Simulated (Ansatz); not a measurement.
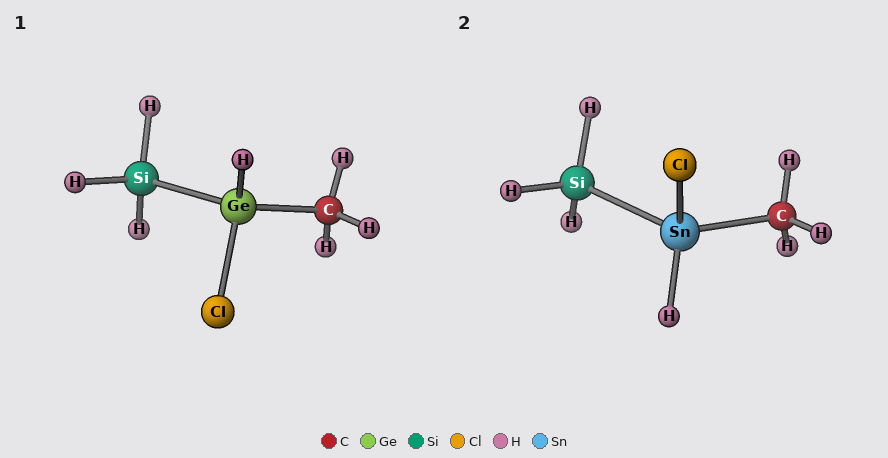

2 molecules with one skeleton, seen from the same side and at one scale. Each species is neutral and a spin singlet. Computed geometries: PBE0-D4/def2-TZVP optimisations, one conformation each. Properties computed with Ansatz 0.2.0. Elements past Kr carry core potentials.

One atom differs, called X below: Ge in panel 1, Sn in panel 2. Their formulas are CH7ClGeSi (`[CH3][Ge@@H]([SiH3])[Cl]`), CH7ClSiSn (`[CH3][Sn@H]([SiH3])[Cl]`).

Question: In which is the length of X–H larger (PBE0-D4/def2-TZVP)?

Answer: In panel 2 (X = Sn).

Question: In which is the dipole moment larger (r2SCAN-D4/def2-TZVPP)?

Answer: In panel 2 (X = Sn).

Give the values. With PBE0-D4/def2-TZVP: length of X–C (Å), length of X–Cl (Å), length of X–H (Å), length of X–Si (Å), angle C–X–Cl (°). With r2SCAN-D4/def2-TZVPP: dipole moment (D), HOMO energy (Kohn–Sham orbital) (eV), HOMO–LUMO gap (eV).

```
                            quantity  1 (Ge)  2 (Sn)   2 − 1
                   length of X–C (Å)   1.947   2.134  +0.187
                  length of X–Cl (Å)   2.177   2.354  +0.177
                   length of X–H (Å)   1.541   1.711  +0.170
                  length of X–Si (Å)   2.383   2.564  +0.181
                    angle C–X–Cl (°)   106.5   104.7    −1.8
                   dipole moment (D)    2.42    2.99   +0.57
HOMO energy (Kohn–Sham orbital) (eV)   −7.02   −6.93   +0.09
                  HOMO–LUMO gap (eV)    6.02    5.61   −0.41
```
